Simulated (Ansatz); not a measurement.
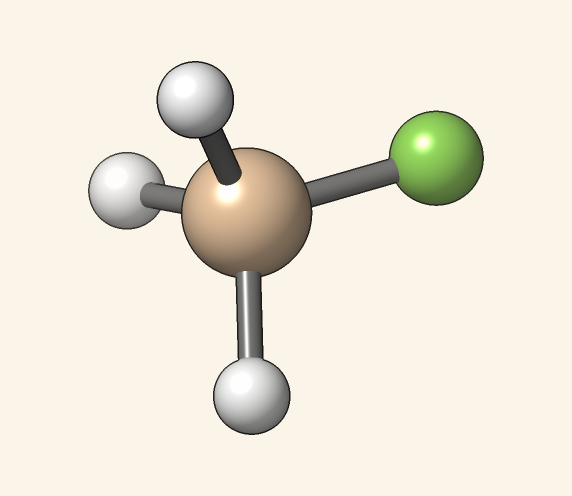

Every bond is drawn as one stick, whatever its order. Colours: silicon light orange, hydrogen white, fluorine green.

Computed geometry: PBE0-D4/def2-TZVP optimisation.

> What is the molecular formula?

FH3Si, 5 atoms: 1 fluorine, 3 hydrogen and 1 silicon.

> Count the bonded pairs by element.

3 Si–H, 1 F–Si. Sticks follow a distance rule.

The parts below concern this one geometry. Atoms keep their numbers from picture to picture.

### Geometry

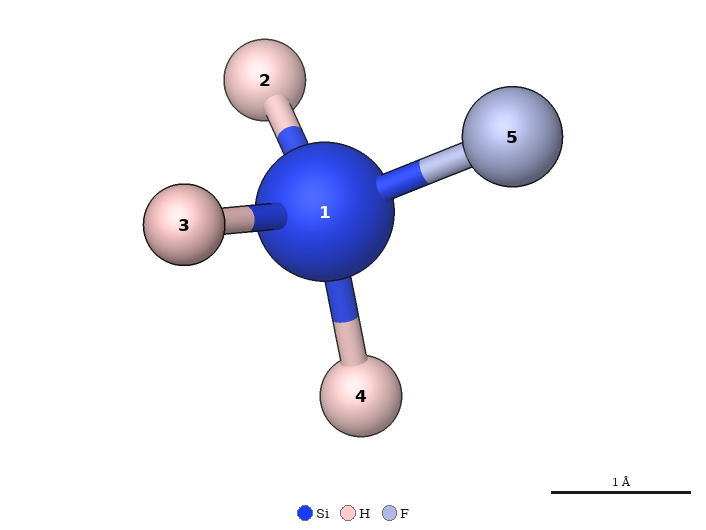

Numbered structure.

List the bonds and their lengths.

```
  bond  length (Å)
Si1–H2       1.482
Si1–H3       1.482
Si1–H4       1.482
Si1–F5       1.600
```

### Electronic properties

Level of theory: RKS PBE0-D4/def2-TZVP (Ansatz 0.2.0).

> Give the harmonic zero-point energy at this level.

71.7 kJ/mol.

> Give the dipole moment at this level.

1.27 D.

### Thermal motion

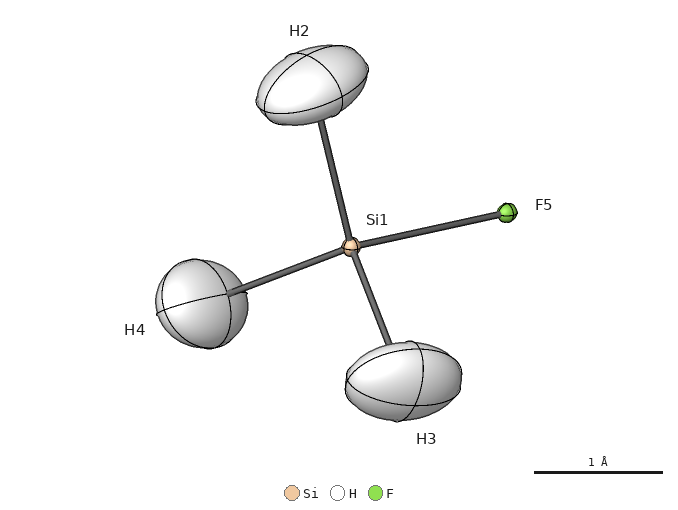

Displacement ellipsoids at the 50 % level, enlarged 2 times, from the internal vibrations of the free molecule (harmonic, no overall translation or rotation; no half-axis is drawn under 0.075 Å). Vibrations computed with RKS PBE0-D4/def2-TZVP (Ansatz 0.2.0). Temperature: 600 K.

Give the displacement parameters, one line for each set of equivalent atoms.

| atom | U_eq (Å²) | rms amplitudes (Å) |
| --- | --- | --- |
| Si1 | 0.00022 | 0.012, 0.012, 0.019 |
| H2, H3, H4 | 0.0154 | 0.085, 0.115, 0.160 |
| F5 | 0.00034 | 0.010, 0.010, 0.028 |

### Charges

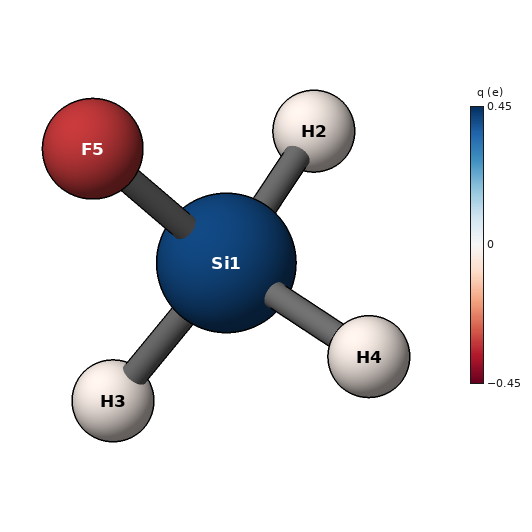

Atoms are coloured by their Mulliken charges. Method: RKS PBE0-D4/def2-TZVP (Ansatz 0.2.0).

List the Mulliken charges.

```json
{"atom": "Si1", "value (e)": "0.41"}
{"atom": "H2", "value (e)": "−0.03"}
{"atom": "H3", "value (e)": "−0.03"}
{"atom": "H4", "value (e)": "−0.03"}
{"atom": "F5", "value (e)": "−0.32"}
```

Mulliken values depend strongly on the basis set and can even reverse the polarity of a bond.
